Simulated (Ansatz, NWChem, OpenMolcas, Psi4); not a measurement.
## Errors in the atomisation enthalpy at 298 K

10 molecules with halogens; the atomisation enthalpy at 298 K in kJ/mol, computed less measured. Shapes, held fixed at every level: PBE0-D4/def2-TZVP. Thermal terms are harmonic and unscaled (PBE0-D4/def2-TZVP); the spin-orbit lowering of the free atoms is taken from their spectra. Programs: Ansatz 0.2.0, NWChem 7.3.0, OpenMolcas 26.06, Psi4 1.11. A level may come from different programs for different species; with the same settings they agree closely. Measured values: Active Thermochemical Tables, CRC Handbook of Chemistry and Physics, NIST-JANAF tables.

Levels: A = HF/STO-3G; B = TPSS/cc-pVDZ; C = r2SCAN/cc-pVDZ; D = CAM-B3LYP/cc-pVDZ; E = HSE06/cc-pVDZ.

```json
{"molecule": "AsF3 (arsenic trifluoride)", "from tabulated heats": "1326", "A": "-903", "B": "-26", "C": "-54", "D": "-47", "E": "-94"}
{"molecule": "BBrCl2 (bromodichloroborane)", "from tabulated heats": "1262", "A": "-115", "B": "-23", "C": "+21", "D": "-49", "E": "+7"}
{"molecule": "CBr2F2 (dibromodifluoromethane)", "from tabulated heats": "1484", "A": "-565", "B": "-9", "C": "0", "D": "-44", "E": "-15"}
{"molecule": "CBrClF2 (SMILES FC(F)(Cl)Br)", "from tabulated heats": "1551", "A": "-622", "B": "-19", "C": "-4", "D": "-45", "E": "-18"}
{"molecule": "SiCl4 (silicon tetrachloride)", "from tabulated heats": "1598", "A": "-81", "B": "-119", "C": "-72", "D": "-159", "E": "-102"}
{"molecule": "C2F3N (cyanotrifluoromethane)", "from tabulated heats": "2640", "A": "-1236", "B": "-17", "C": "-24", "D": "-12", "E": "-11"}
{"molecule": "C2H3ClO (acetyl chloride)", "from tabulated heats": "2700", "A": "-646", "B": "-28", "C": "-13", "D": "-49", "E": "-18"}
{"molecule": "C2H3F3 (1,1,1-trifluoroethane)", "from tabulated heats": "3070", "A": "-741", "B": "-10", "C": "-8", "D": "-4", "E": "-14"}
{"molecule": "Si(CH3)Cl3", "from tabulated heats": "2714", "A": "+54", "B": "-68", "C": "-35", "D": "-105", "E": "-60"}
{"molecule": "C3H7F (SMILES CC(C)F)", "from tabulated heats": "4049", "A": "-347", "B": "-13", "C": "-30", "D": "-26", "E": "-23"}
```

Problem. Sum up the errors.

Solution. 
| level | kind | mean error | mean absolute error | worst case |
| --- | --- | --- | --- | --- |
| HF/STO-3G | Hartree–Fock | -520.2 | 531.0 | C2F3N |
| TPSS/cc-pVDZ | meta-GGA | -33.2 | 33.2 | SiCl4 |
| r2SCAN/cc-pVDZ | meta-GGA | -21.9 | 26.1 | SiCl4 |
| CAM-B3LYP/cc-pVDZ | range-separated hybrid | -54.0 | 54.0 | SiCl4 |
| HSE06/cc-pVDZ | range-separated hybrid | -34.8 | 36.2 | SiCl4 |

On this set r2SCAN/cc-pVDZ has the smallest mean absolute error and HF/STO-3G the largest. HF/STO-3G is too low in 9 of 10; TPSS/cc-pVDZ is too low in 10 of 10; r2SCAN/cc-pVDZ is too low in 8 of 10; CAM-B3LYP/cc-pVDZ is too low in 10 of 10; HSE06/cc-pVDZ is too low in 9 of 10. The heats of C2F3N, C2H3F3 come from older tables and can be uncertain by 10 kJ/mol or more. The molecules' own spin-orbit binding is left out, so errors for heavy halides read too negative. The tabulated values of AsF3, BBrCl2, Si(CH3)Cl3, C3H7F are in doubt (older tables, estimates, or at odds with other calculations) and kept here. Over the 6 molecules whose values aren't doubted the mean absolute errors are A 648.5; B 33.7; C 20.2; D 52.2; E 29.7. Hartree–Fock lacks correlation and underbinds. Rows in very small basis sets show the basis more than the method. Relativity is left out for As, Br. The set is small.

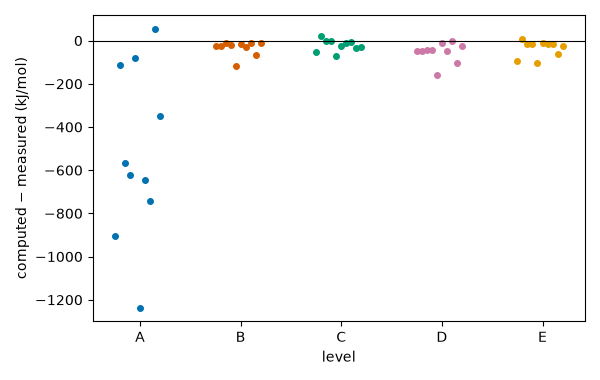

Errors of each level, one point a molecule.
